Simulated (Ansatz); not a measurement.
```xyz
9

C    -3.1822    3.4656    0.6862
C    -2.1209    2.8912    0.8326
C    -0.7618    0.2115    0.8837
C    -0.9233   -0.9881    0.7714
F     0.5023    2.5200   -0.0444
F     0.0566    2.3422    2.4896
Si   -0.5596    2.0021    1.0449
H    -4.1205    3.9772    0.5570
H    -1.0631   -2.0508    0.6724
```

Geometry: PBE0-D4/def2-SVP.

These are results of Ansatz, isolated molecule in a Gaussian basis; Kohn-Sham density functional theory, functional PBE0, not measurements.

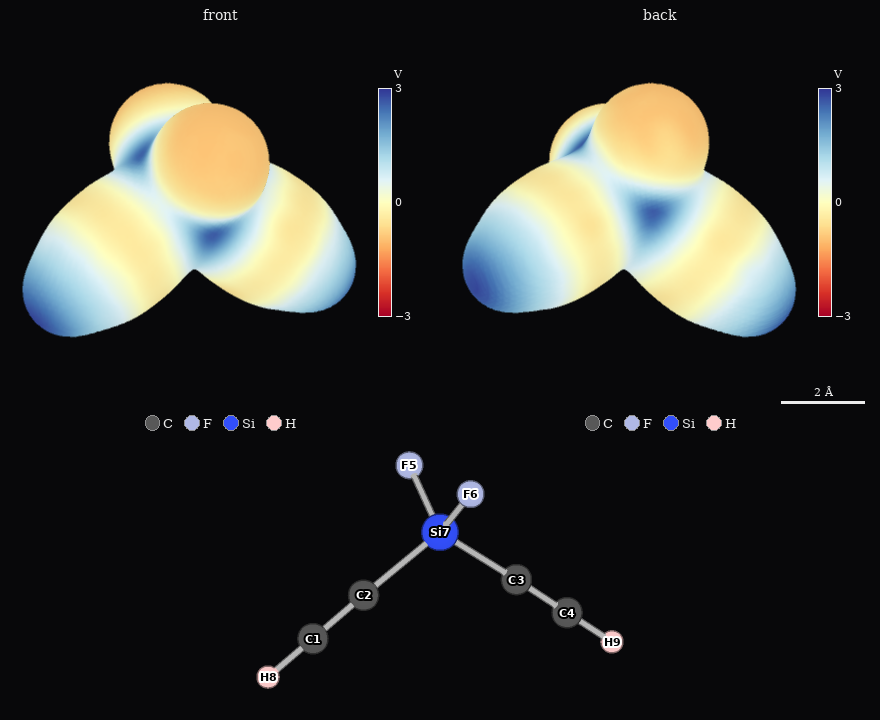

C$_{4}$H$_{2}$F$_{2}$Si (SMILES C#C[Si](F)(F)C#C). The molecular electrostatic potential painted on the density surface at 0.004 e/bohr³, seen from the front and from behind; the colour scale runs from red (negative) to blue (positive). The bare structure is drawn below in the same view.

Where is the surface potential most negative and most positive?

The most negative region (about −0.9 V) lies over F5 and F6, the most positive (about +2.8 V) over H8 and H9.
